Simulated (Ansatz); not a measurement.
Na$_{2}$HfP$_{2}$

```
Na Hf P
1.0
     3.85788    0.00000    0.00000
     0.00000    3.85788    0.00000
     0.00000    0.00000   16.89266
Na Hf P
4 2 4
Direct
  0.50000 0.50000 0.17901
  0.00000 0.00000 0.67901
  0.00000 0.00000 0.32099
  0.50000 0.50000 0.82099
  0.00000 0.00000 0.00000
  0.50000 0.50000 0.50000
  0.00000 0.00000 0.14132
  0.50000 0.50000 0.64132
  0.50000 0.50000 0.35868
  0.00000 0.00000 0.85868
```

Space group I4/mmm; a structure from a database of computed crystals, not necessarily the ambient phase; started from the K2NiO2-139 prototype, which need not be the ambient phase.

Method: DFT, PBEsol, plane waves, PAW in Ansatz 0.2.0.

In a PAW calculation such maps are meaningful between the atoms, not at the nuclei.

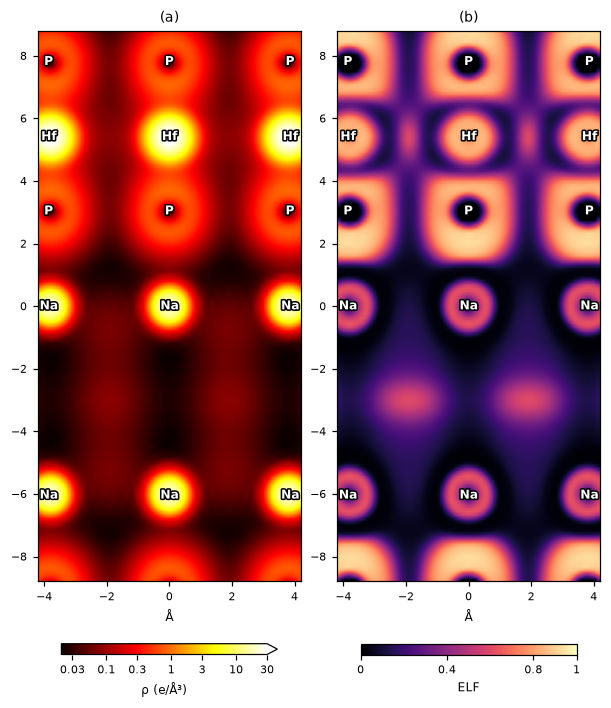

Figure 1. (a) valence electron density; (b) ELF on the (100) plane of the conventional cell.

### Describe what can be read from this map.

The section cuts through Na, Hf and P sites.
Hf–P (2.39 Å): the density is about 0.63 e/Å³ at the midpoint; the ELF peaks at about 0.85 in the valence shell of P, 0.8 Å from its nucleus, and is about 0.40 at the midpoint.
Na–P (3.04 Å): the density is about 0.13 e/Å³ at the midpoint, with its minimum of 0.07 e/Å³ about 1.2 Å from Na; the ELF peaks at about 0.95 in the valence shell of P, 1.0 Å from its nucleus, and is about 0.65 at the midpoint.
Between the atoms the lowest density in this plane is 0.02 e/Å³.
The features right at Na and Hf lie inside the PAW spheres, where the map follows smoothed inner orbitals and isn't to be read closely.

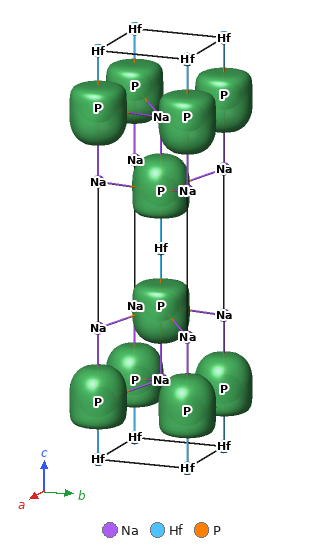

Figure 2. Isosurface of the ELF at 0.75 (green), seen slightly off an axis. Core shells and regions of very low density are left out. Sticks mark near contacts.

### Describe the localisation domains.

The ELF exceeds this value in four regions wrapped around P (the valence shell of each), counted in one cell of 10 atoms. Any copies at cell faces, edges or corners count once. Along the contacts the grid gives the following. Na–P (2.80 Å): the ELF peaks at about 0.80 in the valence shell of P, 0.9 Å from its nucleus, and is about 0.45 at the midpoint.
